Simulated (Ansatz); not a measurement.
**CHClFGeN (SMILES N#[C][GeH]([F])[Cl]): RPA@PBE/cc-pVDZ**

What is the energy change on altering one bond length of CHClFGeN at RPA@PBE/cc-pVDZ? 

Program for the calculation: Ansatz 0.2.0.

154 further runs of the same task are left out: 1 that didn't finish, 153 set aside as unsound or not needed.

## (1) The structure to begin with

CHClFGeN has 6 atoms, charge 0, and is taken as a singlet. SMILES: `N#[C][GeH]([F])[Cl]`. The shape is that of a PBE0-D4/def2-TZVP optimisation.

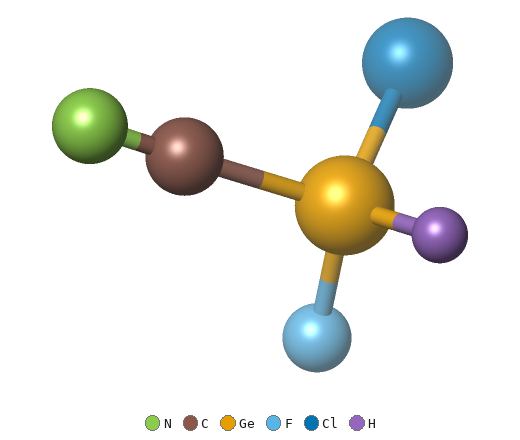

The structure, seen from a chosen angle (nitrogen green, carbon brown, germanium amber, fluorine blue, chlorine blue, hydrogen purple).

## (2) The energy at RPA@PBE/cc-pVDZ

Contents of input.yaml:

```yaml
crystal:
  periodic: [false, false, false]
  atoms:
    - {symbol: "N", position_ang: [-1.036900, -2.307000, 0.030700]}
    - {symbol: C, position_ang: [-0.544000, -1.267300, 0.040100]}
    - {symbol: Ge, position_ang: [0.237100, 0.477900, 0.107700]}
    - {symbol: F, position_ang: [1.896000, 0.253800, -0.276600]}
    - {symbol: Cl, position_ang: [-0.627600, 1.648100, -1.423900]}
    - {symbol: H, position_ang: [0.117300, 1.130400, 1.475800]}
basis:
  gaussian: {orbitals: cc-pVDZ}
magnetization: {spin_polarized: false, initial_magnetization: 0}
hamiltonian: {xc: {name: PBE}}
correlation: {method: rpa, frozen_orbitals: {C: 1, Cl: 5, F: 1, Ge: 9, H: 0, "N": 1}}
accuracy: high
```

The run is started by

```console
$ ansatz run input.yaml --threads 1 --pin off --max-ram 3480MiB --events-out events.jsonl --progress --plain --runs-dir runs
```

Standard output:

```text
Warning: RAYON_NUM_THREADS=1 ignored (pool sized by the plan → 1); use --threads N
Functional definition: PBE
  name "PBE"
  parameter kappa = 0.804
  parameter beta = 0.06672455060314922
  exchange = pbe_x(kappa = kappa, mu = beta*pi^2/3)
  correlation = pbe_c(beta = beta)
2015 factors; integrals over basis functions are off by at most 4.4e-9 eV
mean field evaluation 1: about -74276.7909 eV, gradient 5.1e1 eV
mean field evaluation 2: about -74276.7840 eV, gradient 5.1e1 eV
mean field evaluation 4: about -74280.3900 eV, gradient 3.0e1 eV
mean field evaluation 8: about -74282.4486 eV, gradient 3.7e-1 eV
mean field evaluation 16: about -74282.4482 eV, gradient 3.9e-5 eV
mean field -74282.44815683 eV, -2729.8296193117 hartree, gradient 3.4e-8 eV, S^2 0.000000; 0 other end points of the search recorded, 0 dependent functions left out
17 core orbitals not correlated: weight in the atoms' cores, before any rotation towards them, 1.000 or more for the frozen orbitals, at most 0.000 for the correlated occupied ones
reference -74210.96344791 eV, -2727.2026047130 hartree; 19, 19 occupied and 56, 56 virtual orbitals, 2015 factors
Total energy: -74240.25674328 eV, -2728.2791134620 hartree
```

Run time: 17 s. Hardware: 1 thread of Arm Neoverse V1, shared host; peak memory 0.34 GiB.

## (3) The distorted shape

Contents of in.yaml:

```yaml
crystal:
  periodic: [false, false, false]
  atoms:
    - {symbol: "N", position_ang: [-2.363995, -2.127723, 0.338134]}
    - {symbol: C, position_ang: [-1.871095, -1.088023, 0.347534]}
    - {symbol: Ge, position_ang: [-1.089995, 0.657177, 0.415134]}
    - {symbol: F, position_ang: [1.896000, 0.253800, -0.276600]}
    - {symbol: Cl, position_ang: [-1.954695, 1.827377, -1.116466]}
    - {symbol: H, position_ang: [-1.209795, 1.309677, 1.783234]}
basis:
  gaussian:
    orbitals: cc-pVDZ
hamiltonian:
  xc: pbe
correlation:
  method: rpa
  frozen_orbitals: {C: 1, Cl: 5, F: 1, Ge: 9, H: 0, "N": 1}
accuracy: high
```

The run is started by

```console
$ ansatz run in.yaml --threads 1 --pin off --max-ram 3480MiB --events-out events.jsonl --progress --plain --runs-dir runs
```

Standard output (excerpt; [...] marks lines left out):

```text
Warning: RAYON_NUM_THREADS=1 ignored (pool sized by the plan → 1); use --threads N
[... 2 set-up lines as earlier in the session ...]
[...]
1950 factors; integrals over basis functions are off by at most 8.4e-9 eV
[...]
mean field -74278.26413535 eV, -2729.6758593584 hartree, gradient 1.8e-8 eV, S^2 0.000000; 0 other end points of the search recorded, 0 dependent functions left out; unrestricted orbitals would lower it
unrestricted determinant -74208.94062870 eV, -2727.1282674782 hartree, S^2 0.9775
17 core orbitals not correlated: weight in the atoms' cores, before any rotation towards them, 1.000 or more for the frozen orbitals, at most 0.000 for the correlated occupied ones
reference -74204.69879441 eV, -2726.9723829433 hartree; 19, 19 occupied and 56, 56 virtual orbitals, 1950 factors
Total energy: -74236.28514366 eV, -2728.1331598683 hartree
```

Wall time 29 s (1 thread of Arm Neoverse V1, shared host); peak memory 0.44 GiB.

## (4) Outcome

At RPA@PBE/cc-pVDZ, 17 core orbitals frozen:

```
                                                          quantity           value
                                         first shape: total energy  -2728.27911 Eh
                     first shape: RPA correlation energy (valence)     -1076.5 mEh
                                     distorted shape: total energy  -2728.13316 Eh
                 distorted shape: RPA correlation energy (valence)     -1160.8 mEh
energy change with the Ge3–F4 bond stretched from 1.718 to 3.092 Å        3.972 eV
```

In words: One bond (distorted shape) is far stretched, which a spin-restricted single reference describes badly; a broken-symmetry solution may lie lower. With the Ge3–F4 bond stretched from 1.718 to 3.092 Å the energy rises by 3.97 eV (92 kcal/mol). The first shape isn't relaxed at this level, so the change isn't measured from a minimum. A restricted reference can't describe the breaking bond well at this length. The restricted solution (distorted shape) is unstable to spin breaking: an unrestricted one lies lower.
